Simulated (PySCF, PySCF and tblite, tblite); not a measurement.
# C₅H₆ClFO: telling isomers apart by computed NMR, part 1 of 2

Aim: see whether computed shieldings tell isomers of C₅H₆ClFO apart.

Computed with tblite 0.8.0 (tight binding) and PySCF 2.14.0 (DFT, with response routines of our own); each step states its level. Atoms count from 0 throughout.

### Step 1. The starting structure

14 atoms, charge 0, multiplicity 1; geometry from: MMFF94s geometry. This is the first candidate.

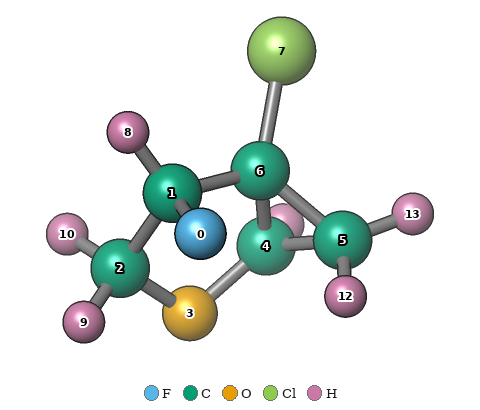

The starting geometry (fluorine blue, carbon teal, oxygen amber, chlorine green, hydrogen pink), atoms numbered.

### Step 2. GFN2-xTB relaxation, isomer A, conformer 1

What the job is given:

```
{"job": {"xc": "GFN2-xTB", "basis": "xTB", "kind": "relax"}, "charge": 0, "multiplicity": 1}
F     -0.430800     0.630000     1.905500
C     -0.683500     0.798500     0.563700
C     -1.552200    -0.356300     0.077400
O     -0.668000    -1.374300    -0.412000
C      0.548900    -0.724000    -0.824200
C      1.580100    -0.449300     0.210700
C      0.604800     0.633300    -0.185400
Cl     1.194100     1.996000    -1.115300
H     -1.163000     1.759900     0.442700
H     -2.200000    -0.765300     0.867600
H     -2.180300    -0.039000    -0.776200
H      0.863800    -0.837800    -1.859200
H      1.466000    -0.917300     1.193400
H      2.619500    -0.354800    -0.110900
```

Command:

```
> OMP_NUM_THREADS=1 python ens_run.py task.json out
```

One launch serves the whole session.

Standard output:

```text
step      E/eV     max force
  0    -737.04303    1.199
  1    -737.10472    0.448
  2    -737.12369    0.398
  3    -737.13751    0.351
  4    -737.15376    0.295
  5    -737.16183    0.209
  6    -737.16692    0.175
  7    -737.17036    0.162
  8    -737.17308    0.159
  9    -737.17498    0.113
 10    -737.17632    0.109
 11    -737.17745    0.108
 12    -737.17878    0.101
 13    -737.18031    0.101
 14    -737.18170    0.087
 15    -737.18272    0.093
 16    -737.18355    0.098
 17    -737.18447    0.089
 18    -737.18550    0.082
 19    -737.18649    0.085
 20    -737.18745    0.092
 21    -737.18857    0.094
 22    -737.19002    0.099
 23    -737.19169    0.105
 24    -737.19329    0.105
 25    -737.19466    0.092
 26    -737.19588    0.087
 27    -737.19710    0.099
 28    -737.19834    0.098
 29    -737.19966    0.102
 30    -737.20108    0.101
 31    -737.20250    0.094
 32    -737.20396    0.107
 33    -737.20561    0.147
 34    -737.20714    0.172
 35    -737.20967    0.295
 36    -737.21313    0.181
 37    -737.21906    0.193
 38    -737.22273    0.152
 39    -737.22437    0.326
 40    -737.22975    0.150
 41    -737.23326    0.131
 42    -737.23883    0.192
 43    -737.24150    0.127
 44    -737.24344    0.085
 45    -737.24538    0.080
 46    -737.24588    0.066
 47    -737.24658    0.049
 48    -737.24682    0.034
 49    -737.24682    0.034
 50    -737.24691    0.029
 51    -737.24704    0.021
 52    -737.24708    0.016
 53    -737.24712    0.016
 54    -737.24716    0.018
 55    -737.24719    0.015
 56    -737.24721    0.011
 57    -737.24723    0.008
 58    -737.24723    0.007
 59    -737.24724    0.007
 60    -737.24725    0.005
 61    -737.24725    0.005
 62    -737.24725    0.004
 63    -737.24725    0.004
 64    -737.24726    0.003
```

Wall time 0.33 s (1 thread of Arm Neoverse V2, shared host).

The energy fell by 0.204 eV, and the atoms moved 0.42 Å (root mean square).

### Step 3. Shieldings, isomer A, conformer 1: PBE0/pcSseg-1

What the job is given:

```
{"job": {"xc": "PBE0", "basis": "pcSseg-1", "kind": "nmr", "pop": true}, "charge": 0, "multiplicity": 1}
F     -0.585103     1.068665     1.796347
C     -0.692055     0.880506     0.436942
C     -1.440062    -0.442266     0.156917
O     -0.764797    -1.122550    -0.884347
C      0.530122    -0.622898    -0.980821
C      1.400816    -0.555007     0.245658
C      0.652823     0.665199    -0.221445
Cl     1.498554     2.070677    -0.823926
H     -1.200380     1.766372     0.042857
H     -1.438313    -1.041640     1.075967
H     -2.472083    -0.286808    -0.161701
H      0.960793    -0.791905    -1.955582
H      1.082061    -1.019479     1.165926
H      2.466946    -0.569339     0.085041
```

Standard output:

```text
coarse grid: 12952 points
cycle   1  E = -828.5968669478  dE =  1.426e+00  |g| = 6.899e-01  |ddm| = 3.520e+00
cycle   2  E = -828.5009051284  dE =  9.596e-02  |g| = 1.033e+00  |ddm| = 1.324e+00
cycle   3  E = -828.6798989532  dE = -1.790e-01  |g| = 7.936e-02  |ddm| = 8.742e-01
cycle   4  E = -828.6810158154  dE = -1.117e-03  |g| = 3.715e-02  |ddm| = 9.908e-02
cycle   5  E = -828.6813238782  dE = -3.081e-04  |g| = 8.936e-03  |ddm| = 4.176e-02
cycle   6  E = -828.6813403195  dE = -1.644e-05  |g| = 2.526e-03  |ddm| = 1.135e-02
cycle   7  E = -828.6813414004  dE = -1.081e-06  |g| = 6.053e-04  |ddm| = 2.478e-03
final grid: 122832 points
cycle   8  E = -828.7465765743  dE = -4.659e-05  |g| = 1.205e-02  |ddm| = 3.484e-02
cycle   9  E = -828.7465430138  dE =  3.356e-05  |g| = 1.823e-02  |ddm| = 2.208e-02
cycle  10  E = -828.7466037528  dE = -6.074e-05  |g| = 1.299e-03  |ddm| = 1.377e-02
cycle  11  E = -828.7466040488  dE = -2.960e-07  |g| = 3.587e-04  |ddm| = 1.461e-03
cycle  12  E = -828.7466040758  dE = -2.699e-08  |g| = 9.511e-05  |ddm| = 4.126e-04
cycle  13  E = -828.7466040776  dE = -1.861e-09  |g| = 2.569e-05  |ddm| = 1.198e-04
cycle  14  E = -828.7466040778  dE = -1.271e-10  |g| = 6.190e-06  |ddm| = 2.998e-05
converged SCF energy = -828.7466040778

GIAO shielding tensors (ppm)
atom      isotropic    diamagn.    paramagn.     s11        s22        s33       span
  0 F      388.781     471.646     -82.865    359.049    396.348    410.946     51.898
  1 C       83.085     240.068    -156.983     50.599     80.039    118.618     68.019
  2 C      111.491     245.623    -134.132     71.636    106.898    155.939     84.303
  3 O      288.180     394.414    -106.234    185.736    327.009    351.795    166.059
  4 C      115.807     246.822    -131.015     66.631     97.794    182.996    116.364
  5 C      164.715     251.740     -87.025    133.933    166.073    194.139     60.206
  6 C      133.382     249.693    -116.310     96.747    112.679    190.722     93.975
  7 Cl     817.186    1146.260    -329.074    577.701    777.498   1096.359    518.657
  8 H       25.941      28.790      -2.849     23.534     25.572     28.718      5.183
  9 H       27.944      28.754      -0.810     24.280     26.391     33.162      8.882
 10 H       27.227      27.777      -0.551     23.063     25.884     32.733      9.671
 11 H       27.759      30.290      -2.531     22.489     26.954     33.834     11.346
 12 H       29.797      30.000      -0.204     24.293     28.786     36.310     12.017
 13 H       30.629      30.190       0.440     25.180     27.579     39.129     13.949
```

It took 19 s on 1 thread of Arm Neoverse V2, shared host; peak memory 0.74 GiB.

In short: HOMO -7.32 eV, LUMO 0.48 eV; dipole 1.00 D.

### Step 4. Boltzmann average, isomer A: properties at PBE0/pcSseg-1

What the job is given:

```
{"job": {"study": "conf", "smiles": "F[C@@H]1CO[C@@H]2C[C@]12Cl", "search": {"seed": 8349, "n_embed": 60, "ff_keep": 14, "window": 2.5, "nmax": 6, "temps": [250, 298.15, 350], "t_ref": 298.15, "order": 0.0005}, "level": {"nmr": {"xc": "PBE0", "basis": "pcSseg-1"}}, "kind": "conf"}, "charge": 0, "multiplicity": 1}
F     -0.585103     1.068665     1.796347
C     -0.692055     0.880506     0.436942
C     -1.440062    -0.442266     0.156917
O     -0.764797    -1.122550    -0.884347
C      0.530122    -0.622898    -0.980821
C      1.400816    -0.555007     0.245658
C      0.652823     0.665199    -0.221445
Cl     1.498554     2.070677    -0.823926
H     -1.200380     1.766372     0.042857
H     -1.438313    -1.041640     1.075967
H     -2.472083    -0.286808    -0.161701
H      0.960793    -0.791905    -1.955582
H      1.082061    -1.019479     1.165926
H      2.466946    -0.569339     0.085041
```

Standard output:

```text
conformer  sym    E(xTB)   E(DFT)   G(298.15 K)  weight  dipole/D
    1     C1      0.000    0.000    0.000   1.0000    0.996

mean shielding (ppm) by class
class atoms           250 K   298.15 K      350 K
  0 F  0            388.781    388.781    388.781
  1 C  1             83.085     83.085     83.085
  2 C  2            111.491    111.491    111.491
  3 O  3             288.18     288.18     288.18
  4 C  4            115.807    115.807    115.807
  5 C  5            164.715    164.715    164.715
  6 C  6            133.382    133.382    133.382
  7 Cl 7            817.186    817.186    817.186
  8 H  8             25.941     25.941     25.941
  9 H  9             27.944     27.944     27.944
 10 H  10            27.227     27.227     27.227
 11 H  11            27.759     27.759     27.759
 12 H  12            29.797     29.797     29.797
 13 H  13            30.629     30.629     30.629
```

Wall time 19 s (1 thread of Arm Neoverse V2, shared host). This counts the runs that the step sums up.

The search (ETKDG and KDG, MMFF94s, GFN2-xTB) embedded 60 structures, kept 1 distinct ones after the force field and 1 after xTB; 1 was carried on (window 2.5 kcal/mol at the search's own energies). Energies: PBE0/pcSseg-1 with D3(BJ).

Conformer by conformer (298 K):

```tsv
no.	group	mirror pair	ΔE xTB	ΔE DFT	ΔG	weight (%)	μ (D)	A, B, C (GHz)
1	C1	no	0.00	0.00	0.00	100.0	1.00	2.49, 1.58, 1.21
```

Energies in kcal/mol. ΔG holds xTB vibrations and rotation, symmetry numbers and mirror pairs.

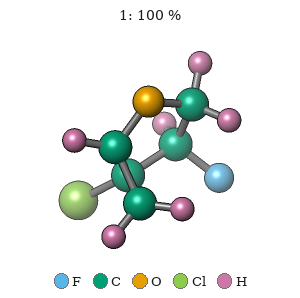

The one conformer.

Shifts against references run at the same level (¹⁷O H2O 336.1, ³⁵Cl HCl 950, ¹H TMS 31.72, ¹³C TMS 186.9, ¹⁹F CFCl3 170.9 ppm of shielding), by class of atoms, at 298 K:

```tsv
atoms	environment	average
C1	sp3 CH bonded to F	103.8
C2	sp3 CH2 bonded to O	75.4
C4	three-membered-ring carbon	71.1
C6	three-membered-ring carbon bearing a halogen	53.5
C5	three-membered-ring carbon	22.2
H8	hydrogen on an sp3 CH bonded to F	5.78
H10	hydrogen on an sp3 CH2 bonded to O	4.49
H11	hydrogen on a three-membered-ring carbon	3.96
H9	hydrogen on an sp3 CH2 bonded to O	3.77
H12	hydrogen on a three-membered-ring carbon	1.92
H13	hydrogen on a three-membered-ring carbon	1.09
F0	fluorine on an sp3 carbon	-217.8
O3	ether oxygen	47.9
Cl7	chlorine bonded to C	133
```

Effective distances for nuclear Overhauser effects, ⟨r⁻⁶⟩^(−1/6) over all pairs of two classes (Å): H9···H10 1.78; H12···H13 1.81; H8···H10 2.42; H9···H12 2.52; H11···H13 2.55; H8···H9 3.00; H11···H12 3.13; H8···H12 3.77.

### Step 5. GFN2-xTB relaxation, isomer B, conformer 1

What the job is given:

```
{"job": {"xc": "GFN2-xTB", "basis": "xTB", "kind": "relax"}, "charge": 0, "multiplicity": 1}
F      1.142500    -2.025100     0.411700
C      0.397500    -1.082000    -0.259100
C     -1.048200    -1.177800     0.206400
O     -1.562600     0.181500     0.258200
C     -0.428900     1.044600     0.499200
C      0.335200     1.475000    -0.721600
C      0.822300     0.311200     0.110500
Cl     2.281600     0.549600     1.070900
H      0.510300    -1.267500    -1.323500
H     -1.668000    -1.756500    -0.492900
H     -1.144900    -1.626300     1.196200
H     -0.429000     1.679500     1.369900
H     -0.095600     1.281900    -1.683500
H      0.887200     2.411500    -0.664500
```

Standard output:

```text
step      E/eV     max force
  0    -736.94331    1.521
  1    -737.01939    0.520
  2    -737.03536    0.437
  3    -737.04772    0.365
  4    -737.06545    0.384
  5    -737.07610    0.268
  6    -737.08201    0.182
  7    -737.08465    0.128
  8    -737.08667    0.137
  9    -737.08867    0.139
 10    -737.09051    0.102
 11    -737.09175    0.088
 12    -737.09264    0.083
 13    -737.09355    0.073
 14    -737.09447    0.075
 15    -737.09512    0.076
 16    -737.09552    0.080
 17    -737.09592    0.076
 18    -737.09649    0.064
 19    -737.09717    0.068
 20    -737.09780    0.058
 21    -737.09831    0.066
 22    -737.09880    0.066
 23    -737.09934    0.065
 24    -737.09989    0.063
 25    -737.10039    0.064
 26    -737.10088    0.058
 27    -737.10136    0.060
 28    -737.10178    0.057
 29    -737.10211    0.050
 30    -737.10241    0.052
 31    -737.10284    0.056
 32    -737.10351    0.072
 33    -737.10453    0.081
 34    -737.10594    0.095
 35    -737.10779    0.127
 36    -737.11014    0.169
 37    -737.11315    0.166
 38    -737.11620    0.278
 39    -737.08617    0.868
 40    -737.12176    0.145
 41    -737.12475    0.148
 42    -737.13208    0.502
 43    -737.14080    0.142
 44    -737.14639    0.142
 45    -737.14686    0.487
 46    -737.15806    0.110
 47    -737.16082    0.106
 48    -737.16465    0.157
 49    -737.16634    0.068
 50    -737.16761    0.056
 51    -737.16817    0.051
 52    -737.16867    0.045
 53    -737.16897    0.039
 54    -737.16897    0.039
 55    -737.16907    0.035
 56    -737.16921    0.023
 57    -737.16925    0.022
 58    -737.16930    0.019
 59    -737.16932    0.019
 60    -737.16935    0.018
 61    -737.16936    0.013
 62    -737.16938    0.010
 63    -737.16939    0.010
 64    -737.16940    0.007
 65    -737.16941    0.006
 66    -737.16941    0.006
 67    -737.16941    0.004
```

It took 0.33 s on 1 thread of Arm Neoverse V2, shared host.

Relaxing gained 0.226 eV and moved the atoms by 0.41 Å on average (rms).

### Step 6. Shieldings, isomer B, conformer 1: PBE0/pcSseg-1

What the job is given:

```
{"job": {"xc": "PBE0", "basis": "pcSseg-1", "kind": "nmr", "pop": false}, "charge": 0, "multiplicity": 1}
F      1.043588    -1.923408     0.834824
C      0.477424    -1.099337    -0.107689
C     -1.053956    -1.068512     0.056359
O     -1.402829     0.110924     0.762535
C     -0.360350     1.023433     0.653811
C      0.163620     1.359820    -0.719860
C      0.873330     0.345350     0.134950
Cl     2.493016     0.653371     0.711344
H      0.796583    -1.489920    -1.079869
H     -1.544139    -1.081128    -0.923857
H     -1.398043    -1.924727     0.640472
H     -0.369115     1.756293     1.444789
H     -0.366183     1.020155    -1.596255
H      0.646377     2.317213    -0.833719
```

Standard output:

```text
coarse grid: 12952 points
cycle   1  E = -828.5925715814  dE =  1.433e+00  |g| = 6.966e-01  |ddm| = 3.515e+00
cycle   2  E = -828.4885104296  dE =  1.041e-01  |g| = 1.060e+00  |ddm| = 1.447e+00
cycle   3  E = -828.6781808169  dE = -1.897e-01  |g| = 8.419e-02  |ddm| = 9.560e-01
cycle   4  E = -828.6794453721  dE = -1.265e-03  |g| = 3.850e-02  |ddm| = 1.018e-01
cycle   5  E = -828.6797787372  dE = -3.334e-04  |g| = 8.571e-03  |ddm| = 4.244e-02
cycle   6  E = -828.6797939982  dE = -1.526e-05  |g| = 2.477e-03  |ddm| = 1.118e-02
cycle   7  E = -828.6797950566  dE = -1.058e-06  |g| = 5.572e-04  |ddm| = 2.514e-03
final grid: 122832 points
cycle   8  E = -828.7452277486  dE = -4.597e-05  |g| = 1.223e-02  |ddm| = 3.877e-02
cycle   9  E = -828.7451920630  dE =  3.569e-05  |g| = 1.865e-02  |ddm| = 2.260e-02
cycle  10  E = -828.7452556121  dE = -6.355e-05  |g| = 1.372e-03  |ddm| = 1.432e-02
cycle  11  E = -828.7452559529  dE = -3.408e-07  |g| = 3.396e-04  |ddm| = 1.566e-03
cycle  12  E = -828.7452559765  dE = -2.362e-08  |g| = 9.385e-05  |ddm| = 3.922e-04
cycle  13  E = -828.7452559784  dE = -1.884e-09  |g| = 2.677e-05  |ddm| = 1.222e-04
cycle  14  E = -828.7452559786  dE = -1.514e-10  |g| = 7.034e-06  |ddm| = 3.335e-05
converged SCF energy = -828.7452559786

GIAO shielding tensors (ppm)
atom      isotropic    diamagn.    paramagn.     s11        s22        s33       span
  0 F      367.259     470.026    -102.768    319.215    377.845    404.716     85.501
  1 C       87.740     239.832    -152.092     60.721     82.141    120.358     59.637
  2 C      109.211     245.571    -136.361     70.241    107.320    150.072     79.831
  3 O      294.563     394.113     -99.550    203.420    327.959    352.309    148.889
  4 C      117.105     246.827    -129.721     67.678     99.531    184.106    116.428
  5 C      167.062     252.954     -85.892    137.988    168.141    195.059     57.071
  6 C      135.447     249.303    -113.856     96.219    114.240    195.884     99.665
  7 Cl     836.117    1145.984    -309.866    668.000    755.928   1084.425    416.425
  8 H       26.704      28.424      -1.720     22.243     27.092     30.778      8.536
  9 H       27.821      28.891      -1.070     23.672     25.790     34.002     10.330
 10 H       27.161      27.557      -0.396     22.634     25.812     33.036     10.402
 11 H       27.612      30.172      -2.560     22.304     26.864     33.666     11.362
 12 H       30.778      30.531       0.247     24.546     29.703     38.084     13.537
 13 H       30.831      30.432       0.399     25.227     27.870     39.397     14.170
```

It took 17 s on 1 thread of Arm Neoverse V2, shared host; peak memory 0.82 GiB.

In short: HOMO -7.26 eV, LUMO 0.49 eV; dipole 2.58 D.

### Step 7. Boltzmann average, isomer B: properties at PBE0/pcSseg-1

What the job is given:

```
{"job": {"study": "conf", "smiles": "F[C@H]1CO[C@@H]2C[C@]12Cl", "search": {"seed": 8349, "n_embed": 60, "ff_keep": 14, "window": 2.5, "nmax": 6, "temps": [250, 298.15, 350], "t_ref": 298.15, "order": 0.0005}, "level": {"nmr": {"xc": "PBE0", "basis": "pcSseg-1"}}, "kind": "conf"}, "charge": 0, "multiplicity": 1}
F      1.043588    -1.923408     0.834824
C      0.477424    -1.099337    -0.107689
C     -1.053956    -1.068512     0.056359
O     -1.402829     0.110924     0.762535
C     -0.360350     1.023433     0.653811
C      0.163620     1.359820    -0.719860
C      0.873330     0.345350     0.134950
Cl     2.493016     0.653371     0.711344
H      0.796583    -1.489920    -1.079869
H     -1.544139    -1.081128    -0.923857
H     -1.398043    -1.924727     0.640472
H     -0.369115     1.756293     1.444789
H     -0.366183     1.020155    -1.596255
H      0.646377     2.317213    -0.833719
```

Standard output:

```text
conformer  sym    E(xTB)   E(DFT)   G(298.15 K)  weight  dipole/D
    1     C1      0.000    0.000    0.000   1.0000    2.584

mean shielding (ppm) by class
class atoms           250 K   298.15 K      350 K
  0 F  0            367.259    367.259    367.259
  1 C  1              87.74      87.74      87.74
  2 C  2            109.211    109.211    109.211
  3 O  3            294.563    294.563    294.563
  4 C  4            117.105    117.105    117.105
  5 C  5            167.062    167.062    167.062
  6 C  6            135.447    135.447    135.447
  7 Cl 7            836.117    836.117    836.117
  8 H  8             26.704     26.704     26.704
  9 H  9             27.821     27.821     27.821
 10 H  10            27.161     27.161     27.161
 11 H  11            27.612     27.612     27.612
 12 H  12            30.777     30.777     30.777
 13 H  13            30.831     30.831     30.831
```

It took 18 s on 1 thread of Arm Neoverse V2, shared host. This counts the runs that the step sums up.

The search (ETKDG and KDG, MMFF94s, GFN2-xTB) embedded 60 structures, kept 2 distinct ones after the force field and 1 after xTB; 1 was carried on (window 2.5 kcal/mol at the search's own energies). Energies: PBE0/pcSseg-1 with D3(BJ).

Conformer by conformer (298 K):

```tsv
no.	group	mirror pair	ΔE xTB	ΔE DFT	ΔG	weight (%)	μ (D)	A, B, C (GHz)
1	C1	no	0.00	0.00	0.00	100.0	2.58	2.60, 1.69, 1.20
```

Energies in kcal/mol. ΔG holds xTB vibrations and rotation, symmetry numbers and mirror pairs.

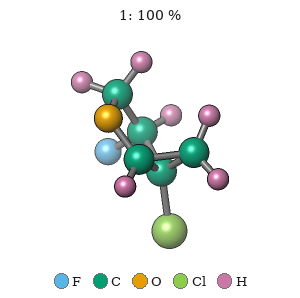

The one conformer.

Shifts against references run at the same level (¹⁷O H2O 336.1, ³⁵Cl HCl 950, ¹H TMS 31.72, ¹³C TMS 186.9, ¹⁹F CFCl3 170.9 ppm of shielding), by class of atoms, at 298 K:

```tsv
atoms	environment	average
C1	sp3 CH bonded to F	99.2
C2	sp3 CH2 bonded to O	77.7
C4	three-membered-ring carbon	69.8
C6	three-membered-ring carbon bearing a halogen	51.5
C5	three-membered-ring carbon	19.9
H8	hydrogen on an sp3 CH bonded to F	5.01
H10	hydrogen on an sp3 CH2 bonded to O	4.56
H11	hydrogen on a three-membered-ring carbon	4.11
H9	hydrogen on an sp3 CH2 bonded to O	3.90
H12	hydrogen on a three-membered-ring carbon	0.94
H13	hydrogen on a three-membered-ring carbon	0.89
F0	fluorine on an sp3 carbon	-196.3
O3	ether oxygen	41.5
Cl7	chlorine bonded to C	114
```

Effective distances for nuclear Overhauser effects, ⟨r⁻⁶⟩^(−1/6) over all pairs of two classes (Å): H9···H10 1.78; H12···H13 1.81; H8···H9 2.38; H9···H12 2.50; H11···H13 2.56; H8···H12 2.81; H8···H10 2.82; H11···H12 3.13.

(Continued in part 2 of 2.)
